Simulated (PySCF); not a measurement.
# CH7ClGeSi (SMILES [CH3][GeH]([SiH3])[Cl]) at 6 levels

We compute a comparison of 6 runs (HF/STO-3G, HF/3-21G, HF/def2-SVP, B3LYP/6-31G*, B3LYP/def2-SVPD) of CH7ClGeSi. 

The calculation is run with PySCF 2.14.0.

## Step 1: The system as given

The species is CH7ClGeSi (11 atoms), meant as a singlet with charge 0. SMILES: `[CH3][GeH]([SiH3])[Cl]`. Geometry: relaxed at PBE0-D4/def2-TZVP.

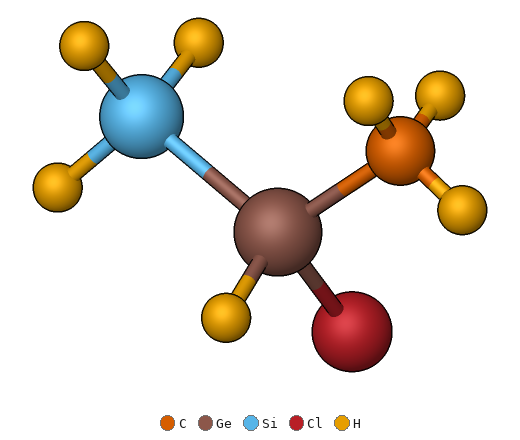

Viewed from a chosen angle; carbon orange, germanium brown, silicon blue, chlorine red, hydrogen amber.

## Step 2: Energy and gradient at HF/STO-3G (run 1)

File run.py:

```python
from pyscf import gto

mol = gto.M(
    atom='''
C   -0.906400   1.559100  -0.194700
Ge  -0.180300  -0.157000  -0.760000
Si   1.206100  -1.231700   0.853100
Cl  -1.882000  -1.485200  -1.044100
H   -1.438300   1.444000   0.749700
H   -1.598300   1.930700  -0.950800
H   -0.098000   2.281100  -0.064100
H    0.482200  -0.045600  -2.147000
H    0.447200  -1.375800   2.122100
H    2.419800  -0.407300   1.101900
H    1.613200  -2.569400   0.354600
''',
    basis='sto-3g',
    spin=0,
    verbose=4,
    max_memory=1860,
)

mf = mol.RHF()
mf.conv_tol = 1e-10
mf.kernel()
if not mf.converged:
    mf = mf.newton().run(mf.mo_coeff, mf.mo_occ)

energy = mf.e_tot
print('Final energy', energy)
grad = mf.nuc_grad_method().kernel()
mf.analyze()
```

The run is started by

```bash
$ OMP_NUM_THREADS=1 python run.py
```

The log of the run:

```text
PySCF version 2.14.0

[... 81 lines left out ...]
Two-electron Coulomb Energy =         1712.449045456387012
[... 8 lines left out ...]
MO #6   energy= -45.4886084713229  occ= 2
[... 6 lines left out ...]
MO #13  energy= -6.51407381191382  occ= 2
[... 6 lines left out ...]
MO #20  energy= -3.9952315639087   occ= 2
[... 6 lines left out ...]
MO #27  energy= -0.689258644470057 occ= 2
[... 6 lines left out ...]
MO #34  energy= -0.421507251493276 occ= 2
[... 6 lines left out ...]
MO #41  energy= 0.443412366098104  occ= 0
[... 6 lines left out ...]
MO #48  energy= 0.733770405533749  occ= 0
[... 62 lines left out ...]
Dipole moment(X, Y, Z, Debye):  2.80388,  1.89806,  0.86927
```

It took 5.7 s on 1 thread of Intel Xeon at 2.70GHz, shared host; peak memory 0.12 GiB.

## Step 3: Energy and forces at HF/3-21G (run 2)

File calc.py:

```python
# [CH3][GeH]([SiH3])[Cl]
from pyscf import gto

system = gto.Mole()
system.atom = '''
C     -1.712848     2.946272    -0.367930
Ge    -0.340718    -0.296687    -1.436192
Si     2.279199    -2.327576     1.612125
Cl    -3.556465    -2.806621    -1.973063
H     -2.717993     2.728765     1.416728
H     -3.020349     3.648494    -1.796752
H     -0.185193     4.310654    -0.121131
H      0.911226    -0.086172    -4.057242
H      0.845086    -2.599885     4.010188
H      4.572759    -0.769685     2.082289
H      3.048506    -4.855462     0.670097
'''
system.basis = '3-21g'
system.spin = 0
system.max_memory = 1860
system.unit = 'bohr'
system.verbose = 3
system.build()

mf = system.RHF()
mf.conv_tol = 1e-10
mf.kernel()
if not mf.converged:
    mf = mf.newton().run(mf.mo_coeff, mf.mo_occ)

etot = mf.e_tot
print(f'total energy: {etot:.8f} hartree')
grad = mf.nuc_grad_method().kernel()
mf.analyze()
```

The run is started by

```bash
$ OMP_NUM_THREADS=1 python calc.py
```

The log of the run:

```text
converged SCF energy = -2851.8012733266
[... 17 lines left out ...]
MO #8   energy= -11.1808729548113  occ= 2
[... 8 lines left out ...]
MO #17  energy= -5.14141120664722  occ= 2
[... 8 lines left out ...]
MO #26  energy= -1.07842897898107  occ= 2
[... 8 lines left out ...]
MO #35  energy= -0.475862999538933 occ= 2
[... 8 lines left out ...]
MO #44  energy= 0.250744635376709  occ= 0
[... 8 lines left out ...]
MO #53  energy= 0.486686841557437  occ= 0
[... 8 lines left out ...]
MO #62  energy= 1.0538591683622    occ= 0
[... 8 lines left out ...]
MO #71  energy= 1.96826934076834   occ= 0
[... 12 lines left out ...]
Dipole moment(X, Y, Z, Debye):  2.47117,  2.59300,  0.80677
```

Wall time 5.1 s (1 thread of Intel Xeon at 2.70GHz, shared host); peak memory 0.14 GiB.

## Step 4: Energy and forces at HF/def2-SVP (run 3)

File input.py:

```python
# [CH3][GeH]([SiH3])[Cl]
import pyscf.grad
from pyscf import gto

mol = gto.M(
    atom='''
C     -1.712848     2.946272    -0.367930
Ge    -0.340718    -0.296687    -1.436192
Si     2.279199    -2.327576     1.612125
Cl    -3.556465    -2.806621    -1.973063
H     -2.717993     2.728765     1.416728
H     -3.020349     3.648494    -1.796752
H     -0.185193     4.310654    -0.121131
H      0.911226    -0.086172    -4.057242
H      0.845086    -2.599885     4.010188
H      4.572759    -0.769685     2.082289
H      3.048506    -4.855462     0.670097
''',
    verbose=4,
    unit='bohr',
    basis='def2-svp',
    charge=0,
    max_memory=1860,
)

mf = mol.RHF()
mf.conv_tol = 1e-10
mf.kernel()
if not mf.converged:
    mf = mf.newton().run(mf.mo_coeff, mf.mo_occ)

e_tot = mf.e_tot
print('Final energy', e_tot)
grad = mf.Gradients().kernel()
mf.analyze()
```

The run is started by

```bash
$ OMP_NUM_THREADS=1 python input.py
```

The log of the run:

```text
PySCF version 2.14.0

[... 83 lines left out ...]
One-electron Energy =                -4881.982117492562793
[... 16 lines left out ...]
MO #12  energy= -7.99987860366763  occ= 2
[... 14 lines left out ...]
MO #27  energy= -0.949594813501766 occ= 2
[... 14 lines left out ...]
MO #42  energy= 0.183193862197752  occ= 0
[... 14 lines left out ...]
MO #57  energy= 0.526941559622064  occ= 0
[... 14 lines left out ...]
MO #72  energy= 0.918313425874988  occ= 0
[... 14 lines left out ...]
MO #87  energy= 1.53309851397173   occ= 0
[... 14 lines left out ...]
MO #102 energy= 2.25624444263448   occ= 0
[... 14 lines left out ...]
MO #117 energy= 3.26844349035358   occ= 0
[... 131 lines left out ...]
Dipole moment(X, Y, Z, Debye):  1.60266,  1.88621,  0.66555
```

It took 21 s on 1 thread of Intel Xeon at 2.70GHz, shared host; peak memory 0.3 GiB.

Runs 4 to 5 aren't shown in full; the table further down has their settings and results.

## Step 5: Energy and forces at B3LYP/def2-SVPD (run 6)

File mol.xyz:

```xyz
11

C     -0.906400     1.559100    -0.194700
Ge    -0.180300    -0.157000    -0.760000
Si     1.206100    -1.231700     0.853100
Cl    -1.882000    -1.485200    -1.044100
H     -1.438300     1.444000     0.749700
H     -1.598300     1.930700    -0.950800
H     -0.098000     2.281100    -0.064100
H      0.482200    -0.045600    -2.147000
H      0.447200    -1.375800     2.122100
H      2.419800    -0.407300     1.101900
H      1.613200    -2.569400     0.354600
```

File calc.py:

```python
# [CH3][GeH]([SiH3])[Cl]
import pyscf.grad
from pyscf import gto, dft

mol = gto.M(
    atom='mol.xyz',
    spin=0,
    basis='def2-svpd',
    max_memory=1860,
    verbose=4,
)

mf = dft.RKS(mol, xc='b3lyp')
mf.grids.level = 5
mf.conv_tol = 1e-10
mf.kernel()
if not mf.converged:
    mf = mf.newton().run(mf.mo_coeff, mf.mo_occ)

etot = mf.e_tot
print(f'total energy: {etot:.8f} hartree')
grad = mf.Gradients().kernel()
dip = mf.dip_moment()
pop, q = mf.mulliken_pop()
```

The run is started by

```bash
$ OMP_NUM_THREADS=1 python calc.py
```

The log of the run:

```text
PySCF version 2.14.0

[... 79 lines left out ...]
converged SCF energy = -2868.62973616422
total energy: -2868.62973616 hartree
[... 12 lines left out ...]
Dipole moment(X, Y, Z, Debye):  1.59371,  1.83679,  0.70918
[... 177 lines left out ...]
charge of   10H =      0.20060
```

Wall time 2.2 min (1 thread of Intel Xeon at 2.70GHz, shared host); peak memory 2.1 GiB.

## Step 6: All runs side by side

| run | level | integration grid | Cartesian functions | energy (Eh) | dipole moment (D) | HOMO energy (eV) | LUMO energy (eV) | wall time |
| --- | --- | --- | --- | --- | --- | --- | --- | --- |
| 1 | HF/STO-3G | – | no | -2833.521725 | 3.50 | -8.72 | 8.59 | 5.7 s |
| 2 | HF/3-21G | – | no | -2851.801273 | 3.67 | -10.71 | 2.88 | 5.1 s |
| 3 | HF/def2-SVP | – | no | -2865.265254 | 2.56 | -10.60 | 3.23 | 21 s |
| 4 | B3LYP/6-31G* (spherical functions) | 5 | no | -2868.816944 | 2.71 | -7.56 | -0.40 | 63 s |
| 5 | B3LYP/6-31G* (Cartesian functions) | 5 | yes | -2868.827722 | 2.69 | -7.57 | -0.41 | 61 s |
| 6 | B3LYP/def2-SVPD | 5 | no | -2868.629736 | 2.53 | -7.75 | -0.72 | 2.2 min |

## Step 7: Results

```
                       quantity           value
            run 6: total energy  -2868.62974 Eh
           run 6: dipole moment          2.53 D
             run 6: HOMO energy        -7.75 eV
             run 6: LUMO energy        -0.72 eV
           run 6: HOMO–LUMO gap         7.03 eV
run 6: largest force on an atom      0.681 eV/Å
```

What this shows: The dipole moment (its size) runs from 2.53 D (B3LYP/def2-SVPD) to 3.67 D (HF/3-21G). The two ends differ in method and basis. The HOMO–LUMO gap runs from 7.03 eV (B3LYP/def2-SVPD) to 17.31 eV (HF/STO-3G). In run 1 the basis is minimal, so the values are rough. All runs together took 4.8 min, the longest 2.2 min.
